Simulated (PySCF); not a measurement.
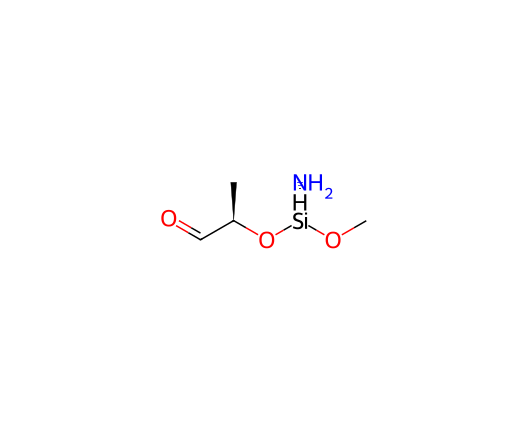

The computed structure is the end point of a GFN2-xTB optimisation. No frequency run is at hand to confirm it as a minimum. Method: PBE0/pcSseg-1, gas phase (PySCF 2.14.0).

**What is the HOMO energy (Kohn–Sham orbital)?**

−7.33 eV.

**Give the HOMO–LUMO gap at this level.**

6.41 eV.

**What is the dipole moment?**

2.12 D.

The geometry is semi-empirical. Around Si such bond lengths and angles can be off by a tenth of an ångström or more and by several degrees, and values that hang on the shape move with them.
